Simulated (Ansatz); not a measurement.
**Two runs on Si₂H₆O₃**

System: Si₂H₆O₃, SMILES O[SiH](O)O[SiH3].
Method of run A: RKS PBE0-D4/def2-TZVPP (Ansatz 0.2.0).

The geometry comes from this level: PBE0-D4/def2-TZVP. Text and figures count atoms from 1; the logs count them from 0 in places.

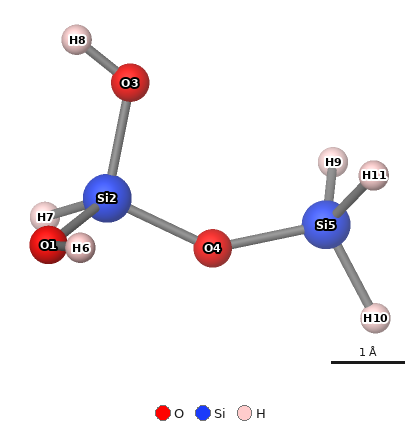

The input geometry (ball-and-stick view, seen at a tilt; atoms are numbered from 1 in the order of the input). Bond lengths as drawn: H–O 0.96 Å, H–Si 1.47 to 1.49 Å and O–Si 1.62 to 1.64 Å.

## Input, run A
```yaml
crystal:
  periodic: [false, false, false]
  atoms:
    - {symbol: O, position_ang: [-2.050090, 0.722466, 1.083641]}
    - {symbol: Si, position_ang: [-0.434525, 0.605765, 0.893286]}
    - {symbol: O, position_ang: [0.207122, -0.703976, 1.641543]}
    - {symbol: O, position_ang: [-0.039661, 0.422614, -0.668726]}
    - {symbol: Si, position_ang: [0.977397, -0.380036, -1.674254]}
    - {symbol: H, position_ang: [-2.605673, 0.045495, 0.693810]}
    - {symbol: H, position_ang: [0.098695, 1.867516, 1.435603]}
    - {symbol: H, position_ang: [0.074218, -0.792011, 2.586049]}
    - {symbol: H, position_ang: [2.373371, -0.310104, -1.171871]}
    - {symbol: H, position_ang: [0.897341, 0.267887, -3.006208]}
    - {symbol: H, position_ang: [0.567305, -1.802618, -1.792273]}
basis:
  gaussian: {orbitals: def2-TZVPP}
hamiltonian: {xc: pbe0, dispersion: d4}
output: {orbitals: {seedname: orbitals}}
```

Command:
```bash
ansatz run in.yaml --threads 4 --pin off --events-out ev --progress --plain --max-ram 10444MiB
```

Hardware: 4 threads of Arm Neoverse V2, 23 GiB of memory available, shared host.

## Output (run A)
```
Functional definition: PBE0
  parameter a = 0.25
  parameter kappa = 0.804
  parameter beta = 0.06672455060314922
  exchange = (1 - a)*pbe_x(kappa = kappa, mu = beta*pi^2/3) + a*exact_x
  correlation = pbe_c(beta = beta)
1389 factors; their error is unknown
mean field evaluation 1: about -21978.5358 eV, gradient 8.5e1 eV
mean field evaluation 2: about -21962.7654 eV, gradient 1.3e2 eV
mean field evaluation 4: about -21989.3166 eV, gradient 5.8e0 eV
mean field evaluation 8: about -21989.3670 eV, gradient 2.5e-2 eV
mean field evaluation 16: about -21989.4152 eV, gradient 2.2e-5 eV
mean field -21989.41518878 eV, -808.0961032267 hartree, gradient 2.2e-5 eV, S^2 0.000000; 0 other end points of the search recorded, 0 dependent functions left out
reference -21989.41522355 eV, -808.0961045047 hartree; 29, 29 occupied and 232, 232 virtual orbitals, 1389 factors
Total energy: -21989.61659102 eV, -808.1035046224 hartree
```

Run B used a changed input.

## The two runs side by side

| quantity | run A | run B |
| --- | --- | --- |
| outcome | converged | converged |
| total energy (hartree) | −808.103505 | −808.138226 |
| HOMO (eV) | −8.84 | −8.87 |
| LUMO (eV) | 0.24 | 0.00 |
| basis functions | 261 | 491 |
| wall time (shared host) | 3.7 s | 10 s |

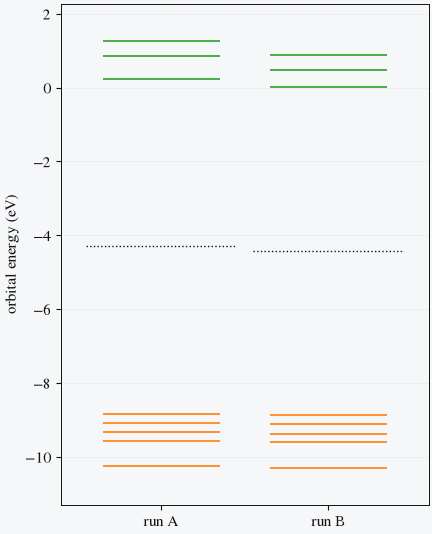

The five highest filled and three lowest empty orbital energies of the two runs; the dotted lines part filled from empty levels. The HOMO–LUMO gap is 9.08 eV in run A and 8.88 eV in run B.

What was changed in the input?

The change (lines with − go, lines with + come):
```diff
-  gaussian: {orbitals: def2-TZVPP}
+  gaussian: {orbitals: "def2-QZVPP.json"}
```

The total energy of run B is 21.8 kcal/mol lower, which measures the change of basis and not a stability. The LUMO goes from 0.24 to 0.00 eV. The basis functions go from 261 to 491. On the same kind of shared host run B took about 2.7 times as long.

## Output (run B)
```
Functional definition: PBE0
  parameter a = 0.25
  parameter kappa = 0.804
  parameter beta = 0.06672455060314922
  exchange = (1 - a)*pbe_x(kappa = kappa, mu = beta*pi^2/3) + a*exact_x
  correlation = pbe_c(beta = beta)
1676 factors; their error is unknown
mean field evaluation 1: about -21978.9715 eV, gradient 8.7e1 eV
mean field evaluation 2: about -21961.3211 eV, gradient 1.3e2 eV
mean field evaluation 4: about -21990.2944 eV, gradient 6.0e0 eV
mean field evaluation 8: about -21990.3468 eV, gradient 3.5e-2 eV
mean field evaluation 16: about -21990.3600 eV, gradient 1.4e-5 eV
mean field -21990.36001033 eV, -808.1308247782 hartree, gradient 1.4e-5 eV, S^2 0.000000; 0 other end points of the search recorded, 0 dependent functions left out
reference -21990.36005316 eV, -808.1308263523 hartree; 29, 29 occupied and 462, 462 virtual orbitals, 1676 factors
Total energy: -21990.56142062 eV, -808.1382264700 hartree
```
